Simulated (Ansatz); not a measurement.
# One shape, several levels: CH4Si (SMILES [CH][SiH3])

Aim: a comparison of 6 runs (UB2PLYP/STO-3G, UB3LYP/STO-3G, UBHLYP/STO-3G, UHSE06/STO-3G, UPBE/STO-3G, UCCSDTQ/STO-3G) of CH4Si. 

Program for the calculation: Ansatz 0.2.0.

40 further runs of the same task are left out: 40 set aside as unsound or not needed.

**1. The structure to begin with**

The species is CH4Si (6 atoms), meant as a triplet with charge 0. As SMILES, `[CH][SiH3]`. The H3–C1 distance was set to 1.338 Å, away from the relaxed value.

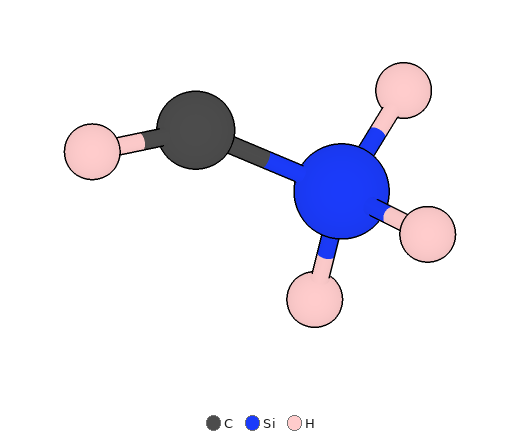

The structure, seen from a chosen angle (carbon dark grey, silicon blue, hydrogen pink).

**2. The energy at UB2PLYP/STO-3G (run 1)**

Contents of molecule.yaml:

```yaml
crystal:
  periodic: [false, false, false]
  atoms:
    - symbol: C
      position_ang: [0.549668, -0.611845, 0.735505]
    - symbol: Si
      position_ang: [-0.376542, 0.644625, -0.177685]
    - symbol: H
      position_ang: [1.137890, -1.813490, 0.730980]
    - symbol: H
      position_ang: [-1.661762, 0.097125, -0.643715]
    - symbol: H
      position_ang: [0.393808, 1.101295, -1.346615]
    - symbol: H
      position_ang: [-0.631262, 1.783915, 0.706075]
basis:
  gaussian:
    orbitals: STO-3G
magnetization:
  spin_polarized: true
  initial_magnetization: 2
hamiltonian:
  xc: {name: B2PLYP}
correlation:
  frozen_orbitals: {C: 1, H: 0, Si: 5}
accuracy: high
```

On the command line:

```bash
$ ansatz run molecule.yaml --threads 1 --pin off --max-ram 2610MiB --events-out events.jsonl --progress --plain --runs-dir runs
```

Output:

```text
Warning: RAYON_NUM_THREADS=1 ignored (pool sized by the plan → 1); use --threads N
Functional definition: B2PLYP
  name "B2PLYP"
  parameter a = 0.53
  parameter c = 0.27
  exchange = (1 - a)*b88_x + a*exact_x
  correlation = (1 - c)*lyp_c + c*(mp2_os + mp2_ss)
312 factors; integrals over basis functions are off by at most 1.7e-8 eV
mean field evaluation 1: about -8863.0004 eV, gradient 9.2e0 eV
mean field evaluation 2: about -8862.9698 eV, gradient 9.1e0 eV
mean field evaluation 4: about -8863.8612 eV, gradient 9.2e-1 eV
mean field evaluation 8: about -8863.8805 eV, gradient 4.9e-2 eV
mean field evaluation 16: about -8863.8806 eV, gradient 4.4e-6 eV
mean field -8863.88062295 eV, -325.7416047392 hartree, gradient 5.8e-8 eV, S^2 2.021734; 0 other end points of the search recorded, 0 dependent functions left out
6 core orbitals not correlated: weight in the atoms' cores, before any rotation towards them, 1.000 or more for the frozen orbitals, at most 0.000 for the correlated occupied ones
reference -8863.88064075 eV, -325.7416053935 hartree; 7, 5 occupied and 5, 7 virtual orbitals, 312 factors
second order -2.35524559 eV of doubles, -0.00000000 eV of singles
Total energy: -8864.51655706 eV, -325.7649748869 hartree
```

It took 2.1 s on 1 thread of Arm Neoverse V1, shared host; peak memory 0.13 GiB.

**3. The energy at UB3LYP/STO-3G (run 2)**

Contents of job.yaml:

```yaml
crystal:
  periodic: [false, false, false]
  atoms:
    - {symbol: C, position_ang: [0.549668, -0.611845, 0.735505]}
    - {symbol: Si, position_ang: [-0.376542, 0.644625, -0.177685]}
    - {symbol: H, position_ang: [1.137890, -1.813490, 0.730980]}
    - {symbol: H, position_ang: [-1.661762, 0.097125, -0.643715]}
    - {symbol: H, position_ang: [0.393808, 1.101295, -1.346615]}
    - {symbol: H, position_ang: [-0.631262, 1.783915, 0.706075]}
basis:
  gaussian:
    orbitals: STO-3G
magnetization:
  spin_polarized: true
  initial_magnetization: 2
hamiltonian:
  xc: {name: B3LYP}
accuracy: high
```

On the command line:

```bash
$ ansatz run job.yaml --threads 1 --pin off --max-ram 2610MiB --events-out events.jsonl --progress --plain --runs-dir runs
```

Output:

```text
Warning: RAYON_NUM_THREADS=1 ignored (pool sized by the plan → 1); use --threads N
Functional definition: B3LYP
  name "B3LYP"
  parameter a0 = 0.2
  parameter ax = 0.72
  parameter ac = 0.81
  exchange = (1 - a0 - ax)*slater_x + ax*b88_x + a0*exact_x
  correlation = (1 - ac)*vwn_rpa_c + ac*lyp_c
312 factors; integrals over basis functions are off by at most 1.7e-8 eV
mean field evaluation 1: about -8869.6535 eV, gradient 1.1e1 eV
mean field evaluation 2: about -8870.3321 eV, gradient 6.9e0 eV
mean field evaluation 4: about -8870.6704 eV, gradient 3.0e-1 eV
mean field evaluation 8: about -8870.6057 eV, gradient 4.2e-3 eV
mean field evaluation 16: about -8870.6057 eV, gradient 1.0e-6 eV
mean field -8870.60567169 eV, -325.9887457223 hartree, gradient 3.1e-8 eV, S^2 2.011927; 0 other end points of the search recorded, 0 dependent functions left out
reference -8870.60569940 eV, -325.9887467405 hartree; 13, 11 occupied and 5, 7 virtual orbitals, 312 factors
Total energy: -8870.60569940 eV, -325.9887467405 hartree
```

Wall time 2 s (1 thread of Arm Neoverse V1, shared host); peak memory 0.13 GiB.

Run 3 isn't shown in full; the table further down has it.

**4. A single-point energy at UHSE06/STO-3G (run 4)**

job.yaml, as its differences from that of step 3:

```diff
@@ -10,9 +10,5 @@
 basis:
-  gaussian:
-    orbitals: STO-3G
-magnetization:
-  spin_polarized: true
-  initial_magnetization: 2
-hamiltonian:
-  xc: {name: B3LYP}
+  gaussian: {orbitals: STO-3G}
+magnetization: {spin_polarized: true, initial_magnetization: 2}
+hamiltonian: {xc: hse06}
 accuracy: high
```

On the command line:

```bash
$ ansatz run job.yaml --threads 1 --pin off --max-ram 2610MiB --events-out events.jsonl --progress --plain --runs-dir runs
```

Output:

```text
Warning: RAYON_NUM_THREADS=1 ignored (pool sized by the plan → 1); use --threads N
Functional definition: HSE06
  name "HSE06"
  parameter a = 0.25
  parameter omega = 0.11/bohr
  exchange = pbe_x - a*pbe_x_sr(omega) + a*exact_x_sr(omega)
  correlation = pbe_c
312 factors; integrals over basis functions are off by at most 1.7e-8 eV
59 factors; integrals over basis functions are off by at most 1.1e-9 eV
mean field evaluation 1: about -8864.6467 eV, gradient 1.1e1 eV
mean field evaluation 2: about -8865.3156 eV, gradient 6.7e0 eV
mean field evaluation 4: about -8865.6367 eV, gradient 3.1e-1 eV
mean field evaluation 8: about -8865.5751 eV, gradient 5.6e-3 eV
mean field evaluation 16: about -8865.5751 eV, gradient 4.7e-7 eV
mean field -8865.57509628 eV, -325.8038754857 hartree, gradient 4.0e-8 eV, S^2 2.014697; 0 other end points of the search recorded, 0 dependent functions left out
reference -8865.57509821 eV, -325.8038755566 hartree; 13, 11 occupied and 5, 7 virtual orbitals, 312 factors
Total energy: -8865.57509821 eV, -325.8038755566 hartree
```

Wall time 2.5 s (1 thread of Arm Neoverse V1, shared host); peak memory 0.13 GiB.

Run 5 isn't shown in full; the table further down has it.

**5. The energy at UCCSDTQ/STO-3G (run 6)**

Contents of run.yaml:

```yaml
crystal:
  periodic: [false, false, false]
  atoms:
    - symbol: C
      position_ang: [0.549668, -0.611845, 0.735505]
    - symbol: Si
      position_ang: [-0.376542, 0.644625, -0.177685]
    - symbol: H
      position_ang: [1.137890, -1.813490, 0.730980]
    - symbol: H
      position_ang: [-1.661762, 0.097125, -0.643715]
    - symbol: H
      position_ang: [0.393808, 1.101295, -1.346615]
    - symbol: H
      position_ang: [-0.631262, 1.783915, 0.706075]
basis:
  gaussian:
    orbitals: STO-3G
magnetization:
  spin_polarized: true
  initial_magnetization: 2
correlation:
  method: ccsdtq
  frozen_orbitals: {C: 1, H: 0, Si: 5}
accuracy: high
scf:
  omitted_lower_state_checks: [cluster_reference, increment]
```

On the command line:

```bash
$ ansatz run run.yaml --threads 1 --pin off --max-ram 2610MiB --events-out events.jsonl --progress --plain --runs-dir runs
```

Output:

```text
Warning: RAYON_NUM_THREADS=1 ignored (pool sized by the plan → 1); use --threads N
[... 11 lines left out ...]
6 core orbitals not correlated: weight in the atoms' cores, before any rotation towards them, 1.000 or more for the frozen orbitals, at most 0.000 for the correlated occupied ones
[... 26 lines left out ...]
Total energy: -8851.65414668 eV, -325.2922900237 hartree
Checks for a lower state left out: cluster_reference, increment
```

It took 26 s on 1 thread of Arm Neoverse V1, shared host; peak memory 0.22 GiB.

**6. Overview of the runs**

```csv
run,level,frozen core orbitals,energy (Eh),⟨S²⟩,wall time
1,UB2PLYP/STO-3G,6,-325.764975,2.022,2.1 s
2,UB3LYP/STO-3G,–,-325.988747,2.012,2 s
3,UBHLYP/STO-3G,–,-325.961662,2.017,2 s
4,UHSE06/STO-3G,–,-325.803876,2.015,2.5 s
5,UPBE/STO-3G,–,-325.753494,2.011,1.9 s
6,UCCSDTQ/STO-3G,6,-325.292290,2.059,26 s
```

**7. Outcome**

| quantity | value |
| --- | --- |
| run 6: total energy | -325.29229 Eh |
| run 6: correlation energy (6 core orbitals frozen) | -102.5 mEh |
| run 6: ⟨S²⟩ of the reference determinant | 2.059 |
| run 6: T1 diagnostic | 0.012 |

Totals of different functionals can't be ranked against each other. In runs 1, 2, 3, 4, 5, 6 the basis is minimal, so the values are rough. All runs together took 36 s, the longest 26 s.
